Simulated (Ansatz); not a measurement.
# SrZrO3, pressure series

The parent structure is SrZrO3 (space group I4/mcm, No. 140; a cell from a computed database, its experimental status unchecked).

```yaml
crystal:
  lattice:
    - [-2.86823, 2.86823, 4.16181]
    - [2.86823, -2.86823, 4.16181]
    - [2.86823, 2.86823, -4.16181]
  atoms:
    - { symbol: Sr, position: [0.75000, 0.25000, 0.50000] }
    - { symbol: Sr, position: [0.25000, 0.75000, 0.50000] }
    - { symbol: Zr, position: [0.00000, 0.00000, 0.00000] }
    - { symbol: Zr, position: [0.50000, 0.50000, 0.00000] }
    - { symbol: O, position: [0.18935, 0.68935, 0.87869] }
    - { symbol: O, position: [0.81065, 0.31065, 0.12131] }
    - { symbol: O, position: [0.68935, 0.81065, 0.50000] }
    - { symbol: O, position: [0.31065, 0.18935, 0.50000] }
    - { symbol: O, position: [0.25000, 0.25000, 0.00000] }
    - { symbol: O, position: [0.75000, 0.75000, 0.00000] }
```

Cell and atoms are relaxed at each pressure.

All numbers come from PBEsol (Ansatz, a first-principles code; PAW; 420 eV plane waves; spin-orbit coupling left out).

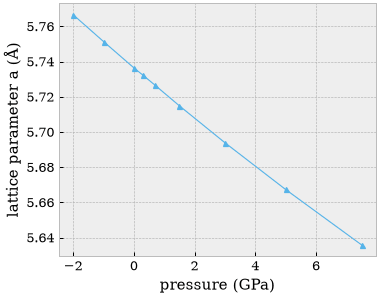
Lattice parameter a against pressure

```json
[
 {"pressure (GPa)": "-2", "lattice parameter a": "5.767 Å"},
 {"pressure (GPa)": "-1", "lattice parameter a": "5.751 Å"},
 {"pressure (GPa)": "0.3", "lattice parameter a": "5.732 Å"},
 {"pressure (GPa)": "0.7", "lattice parameter a": "5.727 Å"},
 {"pressure (GPa)": "1.5", "lattice parameter a": "5.715 Å"},
 {"pressure (GPa)": "3", "lattice parameter a": "5.694 Å"},
 {"pressure (GPa)": "5", "lattice parameter a": "5.667 Å"},
 {"pressure (GPa)": "7.5", "lattice parameter a": "5.636 Å"}
]
```

Load acts through the strain it causes; cell and atoms are relaxed under it. Whether these cells are dynamically stable was not tested. No other phases were tried under pressure.
